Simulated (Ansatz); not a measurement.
# Frozen-phonon scan for AlN (wurtzite)

AlN (wurtzite)

```
CELL_PARAMETERS angstrom
      3.10670     0.00000     0.00000
     -1.55335     2.69048     0.00000
      0.00000     0.00000     9.95692
ATOMIC_POSITIONS crystal
  Al 0.33333 0.66667 0.49830
  Al 0.33333 0.66667 0.99830
  Al 0.66667 0.33333 0.24830
  Al 0.66667 0.33333 0.74830
  N  0.33333 0.66667 0.18910
  N  0.33333 0.66667 0.68910
  N  0.66667 0.33333 0.43910
  N  0.66667 0.33333 0.93910
```

The atoms are displaced by Q × the pattern below (from a DFPT mode at A = (0.0, 0.0, 0.5), largest move 1; Q in Å), at fixed cell. It is one choice among 4 degenerate patterns. (q is in reciprocal vectors of the primitive cell; the cell shown is doubled to hold the pattern.)

```tsv
atom	x	y	z
Al1	0.000	-0.975	0.000
Al2	0.000	0.975	0.000
Al3	0.000	-0.832	0.000
Al4	0.000	0.832	0.000
N5	0.000	-0.682	0.000
N6	0.000	0.682	0.000
N7	0.000	-1.000	0.000
N8	0.000	1.000	0.000
```

Method: r2SCAN (plane waves to 500 eV, PAW, scalar-relativistic; Ansatz, a quantum-chemistry and plane-wave program). k mesh 12×12×4 (Γ-centred), Fermi-Dirac smearing 0.05 eV. E stands for the smeared free energy. Stress and pressure are positive under compression. AlN was relaxed with its symmetry unable to fall. The zero of ΔE is the undisplaced structure.

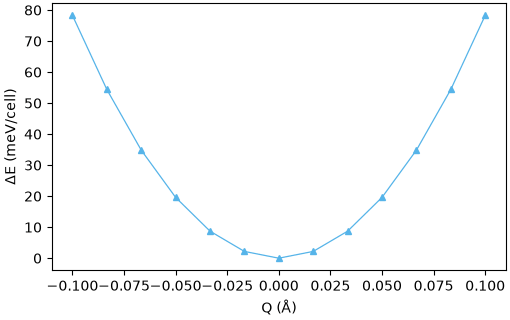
ΔE (meV/cell) against Q (Å); computed points joined by lines.

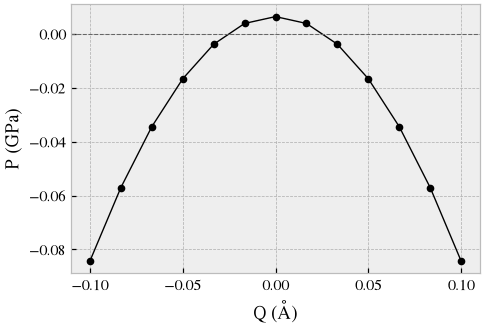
*P (GPa) against Q (Å); computed points joined by lines.*

The energy at Q = 0.100 Å comes out as 78.3 meV/cell. Wavenumber by perturbation theory (DFPT, on another k mesh): 181 cm⁻¹. Symmetry of the curve: even: the same for both signs. Harmonic wavenumber from the curvature (finite differences): 181 cm⁻¹. Shape of the curve: a single well with its minimum at or next to zero displacement.

E″ = 15.70 eV/Å², M = Σ mᵢ|uᵢ|² = 129.7 u, ν̃ = 521.5·√(|E″|/M).

(For displaced atoms, the force is minus the slope of the energy, and its curvature is a force constant, which sets phonon frequencies.)
